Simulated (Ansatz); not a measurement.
# One shape, several levels: BSiH5 (BH2(SiH3))

We compute a comparison of 6 runs (BHLYP/STO-3G, UPBE/STO-3G, wB97M-V/STO-3G, UMP2/STO-3G, CCSDT(Q)/STO-3G, UCCSD(T)/STO-3G) of BSiH5 (BH2(SiH3)). 

Program for the calculation: Ansatz 0.2.0.

49 further runs of the same task are left out: 1 that didn't finish, 48 set aside as unsound or not needed.

## 1. The structure to begin with

BSiH5 has 7 atoms, charge 0, and is taken as a singlet. As SMILES, `[H]B([H])[SiH3]`. The H7–Si4 distance was set to 2.948 Å, away from the relaxed value. At this shape a bond of the SMILES string is far longer than usual.

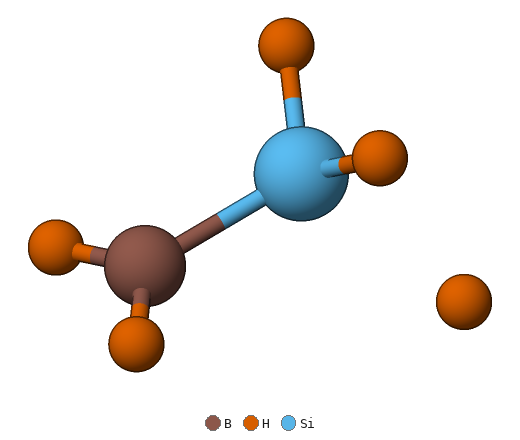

Viewed from a chosen angle; boron brown, hydrogen orange, silicon blue.

## 2. The energy at BHLYP/STO-3G (run 1)

Input file job.yaml:

```yaml
crystal:
  periodic: [false, false, false]
  atoms:
    - symbol: B
      position_ang: [0.826856, 1.535212, 1.374213]
    - symbol: H
      position_ang: [1.996456, 1.573582, 1.395653]
    - symbol: H
      position_ang: [0.270536, 2.563632, 1.320253]
    - symbol: Si
      position_ang: [-0.146364, -0.161318, 1.386653]
    - symbol: H
      position_ang: [-1.482434, -0.109058, 2.001243]
    - symbol: H
      position_ang: [0.531846, -1.267528, 2.081323]
    - symbol: H
      position_ang: [-0.608990, -1.154610, -1.349820]
basis:
  gaussian:
    orbitals: STO-3G
hamiltonian:
  xc: {name: BHLYP}
accuracy: high
```

Run with:

```console
$ ansatz run job.yaml --threads 1 --pin off --max-ram 2610MiB --events-out events.jsonl --progress --plain --runs-dir runs
```

Log:

```text
Warning: RAYON_NUM_THREADS=1 ignored (pool sized by the plan → 1); use --threads N
Functional definition: BHLYP
  name "BHLYP"
  parameter a = 0.5
  exchange = (1 - a)*b88_x + a*exact_x
  correlation = lyp_c
332 factors; integrals over basis functions are off by at most 6.2e-9 eV
mean field evaluation 1: about -8521.9645 eV, gradient 2.2e1 eV
mean field evaluation 2: about -8517.2656 eV, gradient 2.4e1 eV
mean field evaluation 4: about -8527.1333 eV, gradient 5.7e0 eV
mean field evaluation 8: about -8527.3030 eV, gradient 1.4e-1 eV
mean field evaluation 16: about -8527.3032 eV, gradient 1.2e-5 eV
mean field -8527.30316213 eV, -313.3726111946 hartree, gradient 5.2e-8 eV, S^2 0.000000; 0 other end points of the search recorded, 0 dependent functions left out
reference -8527.30318364 eV, -313.3726119850 hartree; 12, 12 occupied and 7, 7 virtual orbitals, 332 factors
Total energy: -8527.30318364 eV, -313.3726119850 hartree
```

Run time: 1.1 s. Hardware: 1 thread of Arm Neoverse V2, shared host; peak memory 0.098 GiB.

## 3. The energy at UPBE/STO-3G (run 2)

Input file run.yaml:

```yaml
crystal:
  periodic: [false, false, false]
  atoms:
    - {symbol: B, position_ang: [0.826856, 1.535212, 1.374213]}
    - {symbol: H, position_ang: [1.996456, 1.573582, 1.395653]}
    - {symbol: H, position_ang: [0.270536, 2.563632, 1.320253]}
    - {symbol: Si, position_ang: [-0.146364, -0.161318, 1.386653]}
    - {symbol: H, position_ang: [-1.482434, -0.109058, 2.001243]}
    - {symbol: H, position_ang: [0.531846, -1.267528, 2.081323]}
    - {symbol: H, position_ang: [-0.608990, -1.154610, -1.349820]}
basis:
  gaussian:
    orbitals: STO-3G
magnetization:
  spin_polarized: true
accuracy: high
hamiltonian:
  xc: {name: PBE}
```

Run with:

```console
$ ansatz run run.yaml --threads 1 --pin off --max-ram 2610MiB --events-out events.jsonl --progress --plain --runs-dir runs
```

Log:

```text
Warning: RAYON_NUM_THREADS=1 ignored (pool sized by the plan → 1); use --threads N
Functional definition: PBE
  name "PBE"
  parameter kappa = 0.804
  parameter beta = 0.06672455060314922
  exchange = pbe_x(kappa = kappa, mu = beta*pi^2/3)
  correlation = pbe_c(beta = beta)
332 factors; integrals over basis functions are off by at most 6.2e-9 eV
mean field evaluation 1: about -8516.1563 eV, gradient 1.9e1 eV
mean field evaluation 2: about -8508.9902 eV, gradient 2.2e1 eV
mean field evaluation 4: about -8520.2069 eV, gradient 1.3e1 eV
mean field evaluation 8: about -8521.2064 eV, gradient 1.1e1 eV
mean field evaluation 16: about -8522.8940 eV, gradient 1.7e-8 eV
mean field evaluation 32: about -8523.5157 eV, gradient 7.9e-1 eV
mean field -8523.45247649 eV, -313.2311011073 hartree, gradient 1.9e-8 eV, S^2 0.864331; 3 other end points of the search recorded, 0 dependent functions left out
reference -8523.45247876 eV, -313.2311011909 hartree; 12, 12 occupied and 7, 7 virtual orbitals, 332 factors
Total energy: -8523.45247876 eV, -313.2311011909 hartree
```

Wall time 3.9 s (1 thread of Arm Neoverse V2, shared host); peak memory 0.14 GiB.

Runs 3 to 5 aren't shown in full; the table further down has their settings and results.

## 4. A single-point energy at UCCSD(T)/STO-3G (run 6)

Changes to run.yaml since step 3:

```diff
@@ -11,8 +11,6 @@
 basis:
-  gaussian:
-    orbitals: STO-3G
-magnetization:
-  spin_polarized: true
+  gaussian: {orbitals: STO-3G}
+magnetization: {spin_polarized: true}
+correlation: {method: ccsd_t, frozen_orbitals: {B: 1, H: 0, Si: 5}}
 accuracy: high
-hamiltonian:
-  xc: {name: PBE}
+scf: {omitted_lower_state_checks: [cluster_reference, increment]}
```

Run with:

```console
$ ansatz run run.yaml --threads 1 --pin off --max-ram 2610MiB --events-out events.jsonl --progress --plain --runs-dir runs
```

Log:

```text
Warning: RAYON_NUM_THREADS=1 ignored (pool sized by the plan → 1); use --threads N
[... 14 lines left out ...]
6 core orbitals not correlated: weight in the atoms' cores, before any rotation towards them, 1.000 or more for the frozen orbitals, at most 0.000 for the correlated occupied ones
[... 39 lines left out ...]
Total energy: -8511.38835609 eV, -312.7877528599 hartree
Checks for a lower state left out: cluster_reference, increment
```

Wall time 0.28 s (1 thread of Arm Neoverse V2, shared host).

## 5. The series

| run | level | frozen core orbitals | energy (Eh) | wall time |
| --- | --- | --- | --- | --- |
| 1 | BHLYP/STO-3G | – | -313.372612 | 1.1 s |
| 2 | UPBE/STO-3G | – | -313.231101 | 3.9 s |
| 3 | wB97M-V/STO-3G | – | -313.392217 | 17 s |
| 4 | UMP2/STO-3G | 6 | -312.753895 | 0.18 s |
| 5 | CCSDT(Q)/STO-3G | 6 | -312.791421 | 0.3 s |
| 6 | UCCSD(T)/STO-3G | 6 | -312.787753 | 0.28 s |

## 6. Results

| quantity | value |
| --- | --- |
| run 6: total energy | -312.78775 Eh |
| run 6: correlation energy (6 core orbitals frozen) | -98.2 mEh |
| run 6: (T) correction | -1.61 mEh |
| run 6: ⟨S²⟩ of the reference determinant | 0.975 |
| run 6: T1 diagnostic | 0.025 |

**Reading.** Totals of different functionals can't be ranked against each other. In run 5 the log says that unrestricted orbitals would lower the reference, so the values rest on an unstable closed-shell determinant (other closed-shell runs at this shape may share the fault). In runs 1, 2, 3, 4, 5, 6 the basis is minimal, so the values are rough. Spin contamination of the reference: run 4 ⟨S²⟩ = 0.98, run 6 ⟨S²⟩ = 0.98, run 2 ⟨S²⟩ = 0.86. Where it is this large, the reference is a mixture of spin states, and values that rest on it are in doubt. All runs together took 23 s, the longest 17 s.
